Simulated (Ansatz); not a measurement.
**H2F (doublet): wave-function methods side by side at distance H1–H2 along a hydrogen transfer = 0.891 Å, cc-pVTZ**

How much of the correlation energy of H2F (doublet) does each wave-function method recover here?

Program: Ansatz 0.2.0, Gaussian basis. Level of theory: cc-pVTZ, core rule «outside noble gas», up to 1 orbitals frozen. These are calculated values, not measurements.

To be run: UHF; CCSD(T) on ROHF; CCSD(T) on UHF; BCCD(T) on ROHF; CISD; CCSDT(Q) on ROHF; CCSDT(Q) on UHF; CASSCF and NEVPT2, 3 electrons in 3 orbitals; CASSCF and MRCISD+Q, 9 electrons in 6 orbitals; CASSCF and NEVPT2, 9 electrons in 6 orbitals.

6 further runs of the same task are left out: 6 that didn't finish.

**1. The geometry**

The geometry derives from fragments relaxed apart (PBE0/def2-TZVP) and kept rigid, so it is no stationary point. A hydrogen atom is moved between rigid fragments.

3 atoms, charge 0, spin multiplicity 2.

Atoms are counted from 1 here; the program's logs count them from 0.

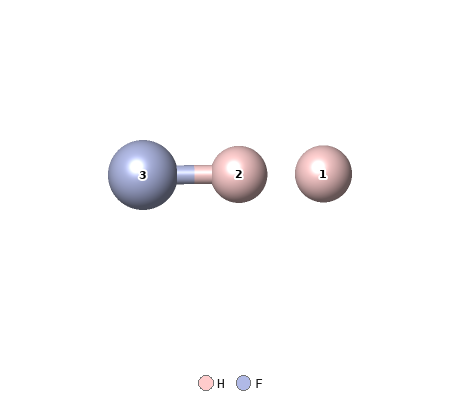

The geometry (hydrogen pink, fluorine light blue); atoms are numbered from 1 in the order of the file.

**2. UHF**

in.yaml

```yaml
crystal:
  periodic: [false, false, false]
  atoms:
    - {symbol: H, position_ang: [0.000000, 0.000000, -0.930667]}
    - {symbol: H, position_ang: [0.000000, 0.000000, -0.039667]}
    - {symbol: F, position_ang: [0.000000, 0.000000, 0.970333]}
basis:
  gaussian: {orbitals: cc-pVTZ}
magnetization: {spin_polarized: true, initial_magnetization: 1}
hamiltonian: {xc: hf}
output: {orbitals: {seedname: orbitals}}
```

On the command line:

```sh
$ ansatz run in.yaml --threads 1 --pin off --events-out ev --progress --plain --max-ram 2393MiB
```

Further steps of the session: CCSD(T) on ROHF; CCSD(T) on UHF; BCCD(T) on ROHF; CISD; CCSDT(Q) on ROHF; CCSDT(Q) on UHF; CASSCF and NEVPT2, 3 electrons in 3 orbitals; CASSCF and MRCISD+Q, 9 electrons in 6 orbitals; CASSCF and NEVPT2, 9 electrons in 6 orbitals.

Before running them: what should the planned runs give, taken together? Wanted: UCCSDT(Q) below the RHF energy; RMP2 from UCCSDT(Q); UMP2 from UCCSDT(Q); RCCSD from UCCSDT(Q); RCCSD(T) from UCCSDT(Q); UCCSD(T) from UCCSDT(Q); RCCSDT(Q) from UCCSDT(Q); NEVPT2 pair from UCCSDT(Q); NEVPT2 valence from UCCSDT(Q).

As calculated:

| quantity | value |
| --- | --- |
| UCCSDT(Q) below the RHF energy | -8.1916 eV |
| RMP2 from UCCSDT(Q) | +7.05 kcal/mol |
| UMP2 from UCCSDT(Q) | +8.35 kcal/mol |
| RCCSD from UCCSDT(Q) | +5.09 kcal/mol |
| RCCSD(T) from UCCSDT(Q) | +0.27 kcal/mol |
| UCCSD(T) from UCCSDT(Q) | +0.29 kcal/mol |
| RCCSDT(Q) from UCCSDT(Q) | +0.03 kcal/mol |
| NEVPT2 pair from UCCSDT(Q) | +7.32 kcal/mol |
| NEVPT2 valence from UCCSDT(Q) | +20.50 kcal/mol |
| MRCISD+Q valence from UCCSDT(Q) | +2.40 kcal/mol |
| levels within 1 kcal/mol (43 meV) | RCCSD(T), UCCSD(T), BCCD(T), RCCSDT, UCCSDT, RCCSDT(Q) |
| T1 diagnostic | 0.022 |
| effectively unpaired electrons | 1.00 |

RCCSD(T) misses by +0.27 kcal/mol, 0.1 % of the correlation energy. One determinant dominates. Of the multireference levels listed MRCISD+Q valence comes nearest in total energy (+2.40 kcal/mol), which doesn't show that its space is the better one. These misses are within one basis, not against nature; the frozen cores of restricted and unrestricted runs differ, which can shift their rows.
